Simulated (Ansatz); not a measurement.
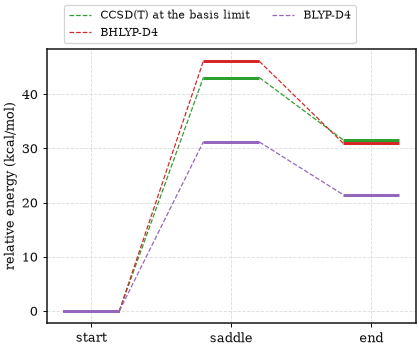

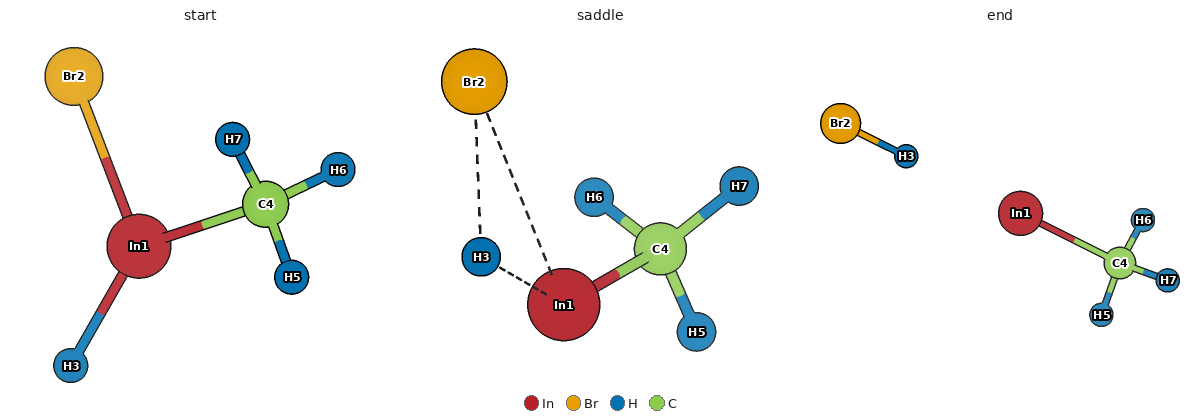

One elementary step of CH₄BrIn, singlet: start, first-order saddle point (changing pairs dashed) and end. Electronic energies at PBE0-D4/def2-TZVP geometries, energies in def2-TZVPP, the Ansatz code 0.2.0; cores frozen in correlated methods, no zero-point terms. Start and end are the structures at the ends of the path (complexes, where there are several molecules). On heavy atoms the filled d shell below the valence is correlated. The limit is the MP2 basis limit plus CCSD(T) less MP2 in triple zeta. Lines between the levels only guide the eye.

Which bonds change in the step?

Answer. Br2–H3 (3.52 → 1.85 → 1.46 Å) forms; In1–Br2 (2.50 → 2.95 → 4.01 Å) and In1–H3 (1.71 → 1.80 → 2.55 Å) break (lengths at start, saddle and end; changes of bond order aren't listed). The imaginary mode at the saddle is 747.0i cm⁻¹ (PBE0-D4).

Give the barriers and step energies (kcal/mol).

Answer.
| level | barrier | reverse barrier | step energy |
| --- | --- | --- | --- |
| CCSD(T) at the basis limit | 43.1 | 11.5 | 31.6 |
| BHLYP-D4 | 46.1 | 15.1 | 31.0 |
| BLYP-D4 | 31.2 | 9.7 | 21.5 |

Caveats, for all or some of the runs: core potentials past krypton; no scalar relativity up to krypton; restricted reference unstable towards unrestricted; spin-orbit coupling is left out, and with In it can shift these energies.
